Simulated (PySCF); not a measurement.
# BrH, SMILES `Br`: electronic structure

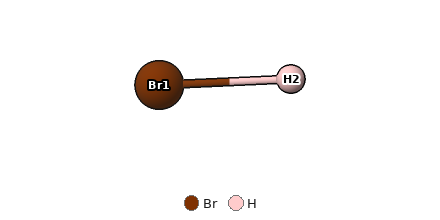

The molecule, with its atoms numbered as below. No frequency check shows the geometry to be a minimum.

Coordinates in Å:

```
Br1      0.0389    0.0000    0.0000
H2      -1.3627    0.0000    0.0000
```

## 1. Bonding charge

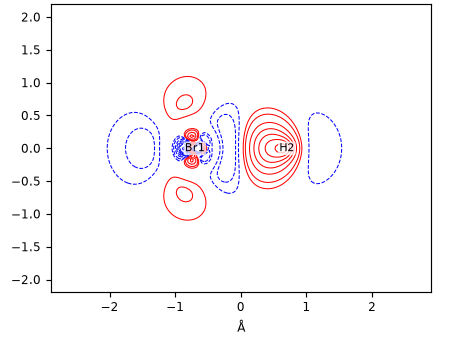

Deformation density (molecule less spherical, spin-averaged free atoms) in a plane that holds the bond; contours at ±0.05 to ±0.8 e/Å³; solid red lines: gain, dashed blue lines: loss.

Computed with PySCF, ωB97X/def2-SVPD, geometry: GFN2-xTB.

Question: Describe the bonding that the map shows.

Answer: Br1–H2: +0.32 e/Å³ at the bond critical point (bond length 1.40 Å). In all, 0.4 electrons gather in the regions of gain relative to the promolecule.

Question: Where do the Hirshfeld charges lie?

Answer: The highest Hirshfeld charge is on H2 (+0.08 e), the lowest on Br1 (−0.08 e).

| atom | charge (e) |
| --- | --- |
| Br1 | −0.08 |
| H2 | +0.08 |

## 2. Local ionisation energy

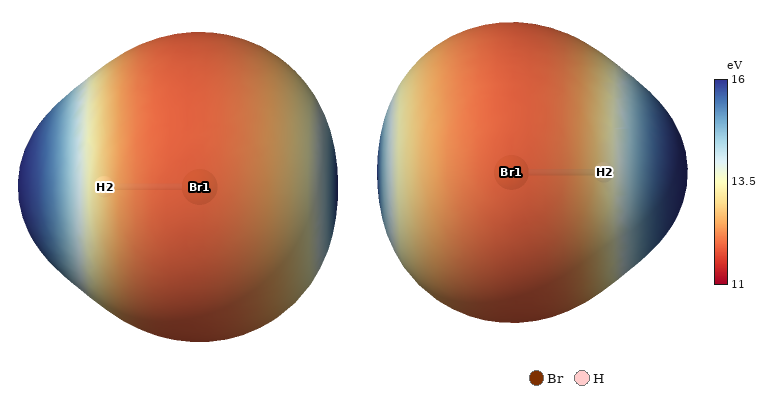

Average local ionisation energy on the surface of electron density 0.001 a.u. (back view left, front view right).

Question: Locate the minima of the map.

Answer: The lowest value is 11.9 eV, 2.3 Å from Br1, and at like points elsewhere. For comparison, the highest occupied orbital lies at −11.2 eV.

Question: What volume does the surface enclose, and what is the dipole moment?

Answer: About 50 Å³; the dipole moment is 0.9 D.

## 3. Excited states

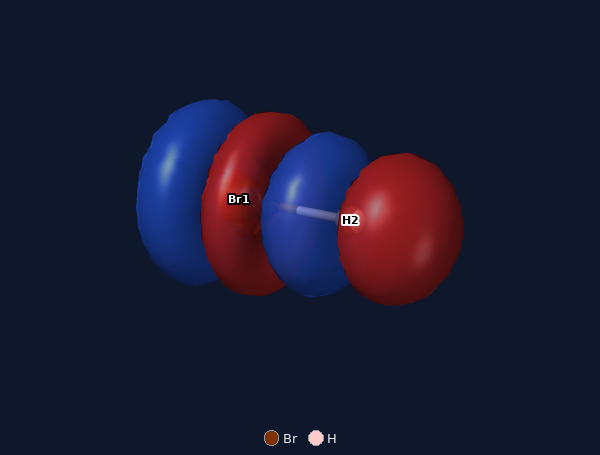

Unrelaxed difference density of T₃ less the ground state (TDA triplet states), ±0.04 e/Å³; red: gain, blue: loss.

Computed with PySCF, CAM-B3LYP/def2-SVP, geometry: GFN2-xTB. Without diffuse functions Rydberg states are missing, so the states' numbers hold for this basis only.

Question: How does the charge move on excitation?

Answer: 0.47 e is displaced in all, of which about 0.2 e passes between atoms: Br1 (0.18 e) loses electrons and H2 (0.18 e) gains them. The state: 9.22 eV (134 nm), spin-forbidden from the singlet ground state, partly diffuse acceptor orbital, which a basis without diffuse functions describes poorly; the leading pair carries 100 %; hole on Br1 (72 %) and H2 (28 %), electron on Br1 (54 %) and H2 (46 %) (atom shares of so diffuse an orbital are rough); their centroids lie 0.5 Å apart.

## 4. Removing or adding an electron

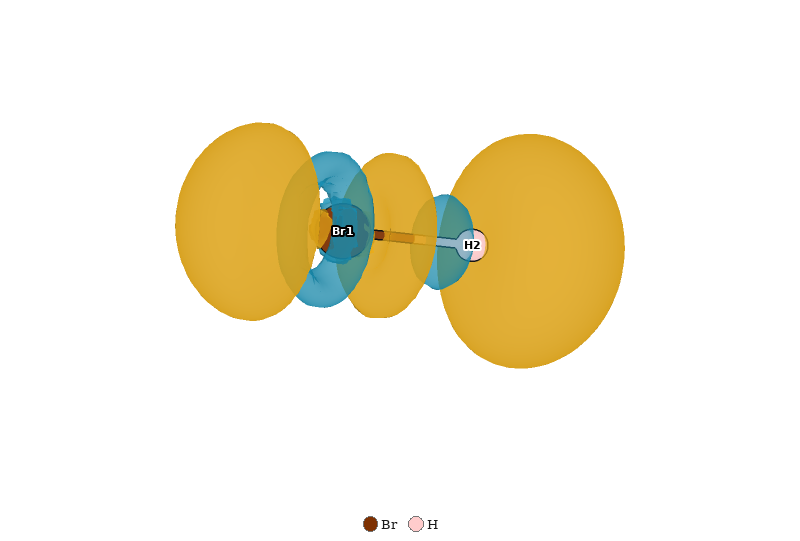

Fukui function f⁺ = ρ(N+1) − ρ(N) at fixed geometry, surfaces at ±0.04 e/Å³ (yellow positive, teal negative).

Level of theory: BP86/def2-SVP (PySCF), at a geometry from GFN2-xTB.

Question: On which atoms does the density change most on addition of an electron?

Answer: f⁺ (Hirshfeld-condensed) is largest on Br1 (0.53) and H2 (0.47); the vertical electron affinity is −2.58 eV (the stability of the anion's solution wasn't checked; negative, but this basis has no diffuse functions, so it doesn't show that the anion is unbound). Condensed values hint at sites of nucleophilic attack but needn't mark the atom that reacts. Orbital relaxation makes it negative in places (0.06 e in all).

```tsv
atom	f⁺	charge
Br1	+0.53	−0.09
H2	+0.47	+0.09
```

## 5. Localised orbitals

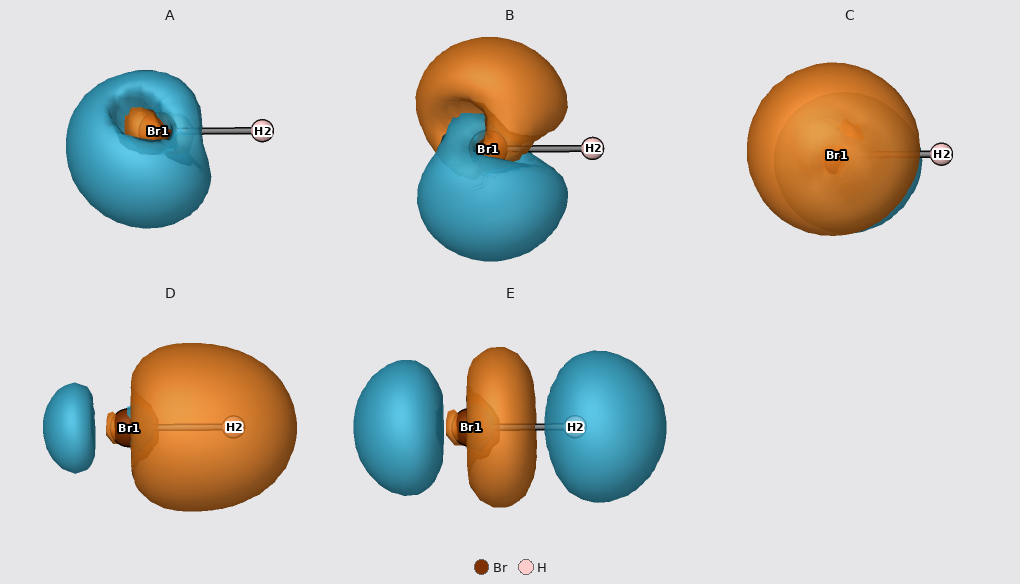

Intrinsic bond orbitals (IBO), occupied and valence-virtual; each surface holds about 85 % of the orbital's density. Energies are diagonal elements of the Fock matrix.

Computed with PySCF, CAM-B3LYP/cc-pVDZ, geometry: GFN2-xTB.

Question: Name the orbitals, with their atomic make-up and energies.

Answer: By panel:
- A: lone pair on Br1 (Br1 100 %; −40.6 eV)
- B: lone pair on Br1 (Br1 100 %; −38.8 eV)
- C: lone pair on Br1 (p-type) (Br1 100 %; −24.4 eV)
- D: σ bond Br1–H2 (Br1 57 %, H2 43 %; −17.5 eV)
- E: σ* orbital H2–Br1 (H2 57 %, Br1 43 %; 3.4 eV)
